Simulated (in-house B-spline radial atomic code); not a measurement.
Theory: scalar-relativistic (spin-free one-electron X2C) TPSS, spin-polarised, spherical fractional occupations, Fermi nucleus, basis-set limit (computed with an in-house B-spline radial code). The occupation of the 3d shell is varied from Co ([Ar] 3d7 4s2 (high spin)) to Co with charge -0.6 ([Ar] 3d7.6 4s2 (3d: 5 up, 2.6 down)), with spherical fractional occupations. Wanted, and plotted below: the total energy less the straight line between the end points, and the eigenvalue of 3d↓.

The curve is convex (below the straight line), with the largest deviation among the points computed, −0.46 eV, at 0.3. The eigenvalue, which is the slope of the energy (Janak's theorem), moves from −6.39 eV at 0 to −0.228 eV at 0.6. Convexity is the mark of the delocalisation error, which puts fractional charges too low; for p, d and f shells the spherical spreading of the fraction adds to it. One end point is itself fractional, so the deviation from the line between whole numbers would be larger.

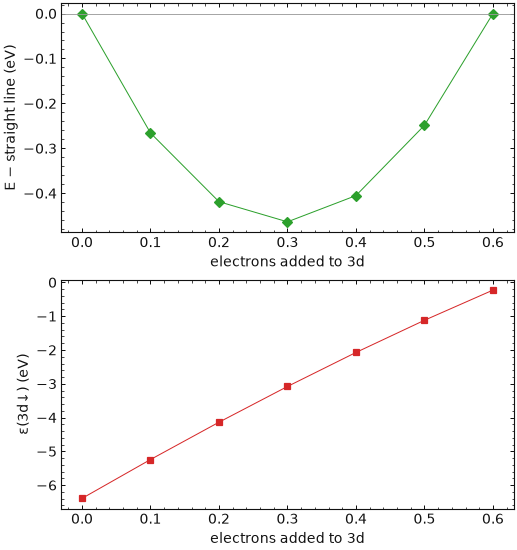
